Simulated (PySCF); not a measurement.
# C4H11GeNSi: electronic excitations

What electronic excitations should C4H11GeNSi (`CN[C@H]1C=[CH][GeH2][SiH2]1`) show?

Programs: PySCF 2.14.0, with density-fitted response routines of our own. Each step states its level of theory. These are calculated values for one molecule in the gas phase, unless marked as measured. Atoms are numbered from 0 throughout.

### Step 1. The starting structure

18 atoms, charge 0, multiplicity 1; geometry from: GFN2-xTB.

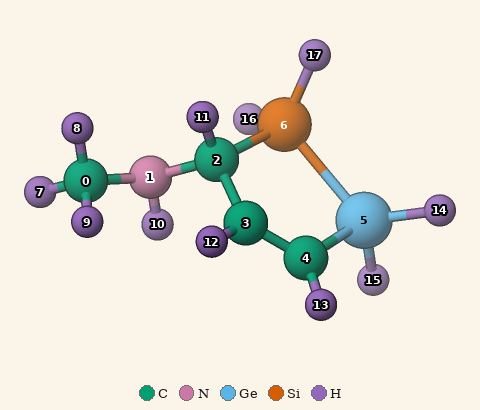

As it starts; carbon teal, nitrogen pink, germanium blue, silicon orange, hydrogen purple, atoms numbered.

### Step 2. Excited states and response: CAM-B3LYP/def2-SVPD

The job: settings as JSON, then the geometry in Å.

```
{"job": {"kind": "uv", "xc": "CAM-B3LYP", "basis": "def2-SVPD", "nstates": 8, "ntriplets": 3}, "charge": 0, "multiplicity": 1}
C     -2.660960     0.258677    -0.427736
N     -1.474205     0.148335     0.395229
C     -0.351827    -0.570135    -0.209454
C      0.385161     0.270511    -1.219137
C      1.615777     0.740823    -1.047689
Ge     2.580632     0.202922     0.566031
Si     0.792389    -1.136065     1.231862
H     -3.432802     0.774806     0.142761
H     -3.016913    -0.746661    -0.657697
H     -2.510099     0.797737    -1.373962
H     -1.158718     1.073208     0.674576
H     -0.781100    -1.438665    -0.721828
H     -0.190340     0.534243    -2.102722
H      2.043894     1.380971    -1.808180
H      3.909939    -0.366486     0.132953
H      2.991261     1.456541     1.304873
H      0.165368    -0.805296     2.507624
H      1.083785    -2.569148     1.140856
```

With the program's defaults for keys left out, this is: TDDFT CAM-B3LYP/def2-SVPD, vertical, gas phase, core orbitals frozen in the response.

Started as:

```
$ OMP_NUM_THREADS=1 python probes_run.py task.json out
```

One launch serves the whole session: the jobs run in the order shown.

Log:

```text
coarse grid: 66864 points
cycle   1  E = -2579.7098449129  dE =  2.211e-01  |g| = 4.898e-01  |ddm| = 7.217e+00
cycle   2  E = -2579.7234358176  dE = -1.359e-02  |g| = 4.621e-01  |ddm| = 2.147e+00
cycle   3  E = -2579.7551485821  dE = -3.171e-02  |g| = 4.298e-02  |ddm| = 9.808e-01
cycle   4  E = -2579.7555232631  dE = -3.747e-04  |g| = 2.051e-02  |ddm| = 1.364e-01
cycle   5  E = -2579.7556144071  dE = -9.114e-05  |g| = 6.773e-03  |ddm| = 4.778e-02
cycle   6  E = -2579.7556249058  dE = -1.050e-05  |g| = 1.017e-03  |ddm| = 2.580e-02
cycle   7  E = -2579.7556253485  dE = -4.428e-07  |g| = 4.470e-04  |ddm| = 4.875e-03
final grid: 139880 points
cycle   8  E = -2579.7556305533  dE = -7.845e-08  |g| = 4.752e-04  |ddm| = 8.035e-03
cycle   9  E = -2579.7556305381  dE =  1.524e-08  |g| = 5.521e-04  |ddm| = 2.205e-03
cycle  10  E = -2579.7556306134  dE = -7.538e-08  |g| = 6.036e-05  |ddm| = 1.012e-03
cycle  11  E = -2579.7556306145  dE = -1.079e-09  |g| = 1.527e-05  |ddm| = 1.588e-04
cycle  12  E = -2579.7556306148  dE = -2.619e-10  |g| = 6.093e-06  |ddm| = 1.546e-04
converged SCF energy = -2579.7556306148

Static polarisability (au): isotropic 112.411, principal 90.023 108.081 139.130

Singlet excitations
state   eV       nm        f      main configurations
  1   5.3535    231.6   0.01917   H->L 0.82, H->L+1 0.11
  2   5.6851    218.1   0.00409   H->L+1 0.53, H->L+3 0.22, H->L 0.08
  3   6.1849    200.5   0.01573   H->L+3 0.33, H->L+4 0.29, H->L+1 0.22
  4   6.3539    195.1   0.01416   H->L+4 0.45, H->L+2 0.18, H->L+3 0.11
  5   6.3993    193.7   0.01815   H->L+2 0.51, H->L+5 0.16
  6   6.6965    185.1   0.02202   H->L+5 0.50, H-1->L 0.19, H->L+6 0.11
  7   6.7367    184.0   0.07541   H-2->L 0.37, H->L+3 0.18, H->L+5 0.12
  8   6.8217    181.7   0.02781   H->L+6 0.48, H->L+8 0.22

Triplet excitations (Tamm-Dancoff, eV): 4.3143 5.2814 5.4806
```

Wall time 86 s (1 thread of Intel Xeon Platinum 8375C at 2.90GHz, shared host); peak memory 1.2 GiB.

Frontier orbitals and where they lie:

```tsv
orbital	eV	atoms
HOMO−3	-10.16	C4 23 %, Ge5 21 %, C2 14 %
HOMO−2	-9.25	Ge5 23 %, Si6 19 %, C4 13 %
HOMO−1	-8.97	C4 29 %, C3 26 %, Ge5 12 %
HOMO	-7.60	N1 48 %, C0 8 %, C2 8 %
LUMO	0.89	C3 22 %, C4 20 %, Ge5 16 %
LUMO+1	1.01	Ge5 25 %, C4 12 %, Si6 11 %
LUMO+2	1.26	Ge5 38 %, Si6 24 %, H15 7 %
```

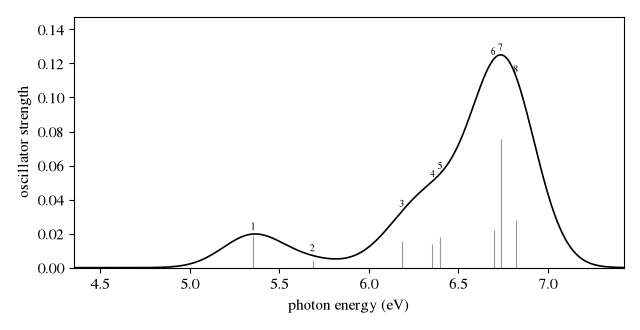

Absorption spectrum from the 8 singlet states computed; above the last one it falls off for lack of states. Lines are broadened to a width of 0.40 eV (Gaussian).

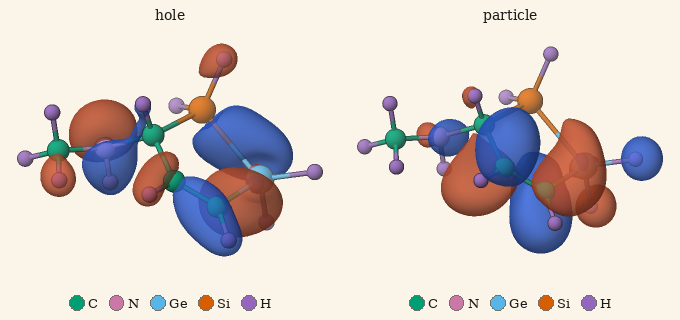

Leading natural transition orbitals of singlet state 7: the electron leaves the hole (left) for the particle orbital (right).

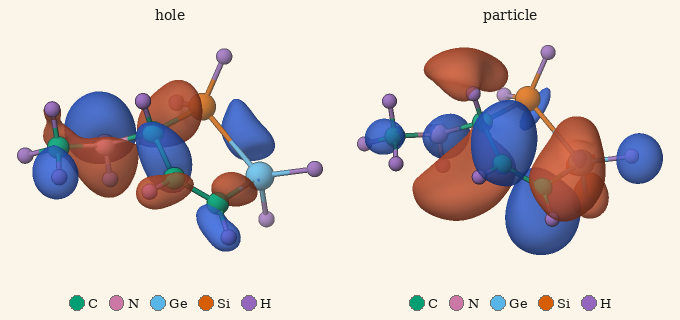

Leading natural transition orbitals of singlet state 1: the electron leaves the hole (left) for the particle orbital (right).

Further results of this job:

```tsv
property	computed
dipole moment (D)	1.20
polarisability (Å³)	16.66
HOMO–LUMO gap (eV)	8.49
−ε(HOMO) (eV)	7.60
```

The fields below are evaluated on a grid from the run's orbitals.

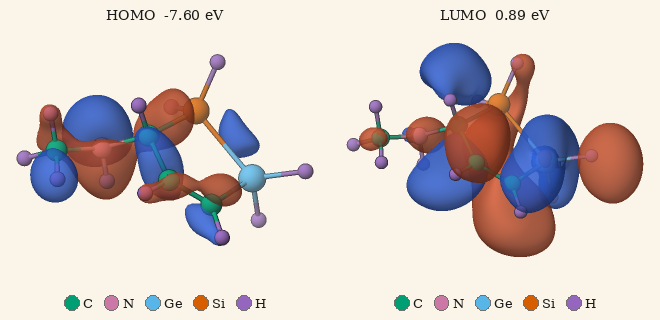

Frontier orbitals at CAM-B3LYP/def2-SVPD; each surface holds 70 % of the orbital's density, blue and red mark the sign.

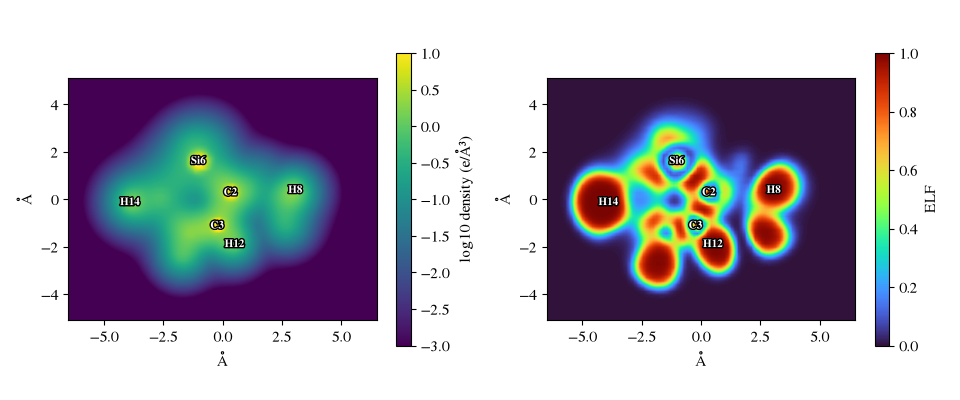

Density (left) and ELF (right) in a plane through or near 6 of the atoms.

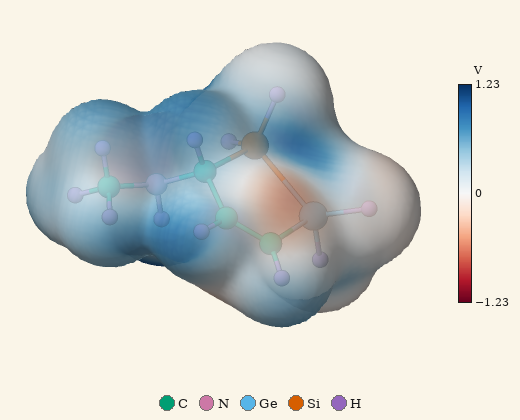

Electrostatic potential on the surface of density 0.002 e/bohr³; red is low, blue high. It runs from -1.13 V near N1 to 1.23 V near H10.

### Step 3. Results

```
                                quantity                        value
    lowest singlet (CAM-B3LYP/def2-SVPD)  5.35 eV (232 nm), f = 0.019
brightest single state of those computed  state 7, 6.74 eV, f = 0.075
                          lowest triplet                      4.31 eV
   surface potential, least and greatest           -1.13 V and 1.23 V
```

In words: The first singlet state (HOMO→LUMO 0.82, HOMO→LUMO+1 0.11) lies at 5.35 eV and is weak; of the 8 states computed, the strongest absorption comes from state 7 at 6.74 eV. The lowest triplet lies 1.04 eV below the lowest singlet (triplets in Tamm-Dancoff, singlets in full TDDFT).
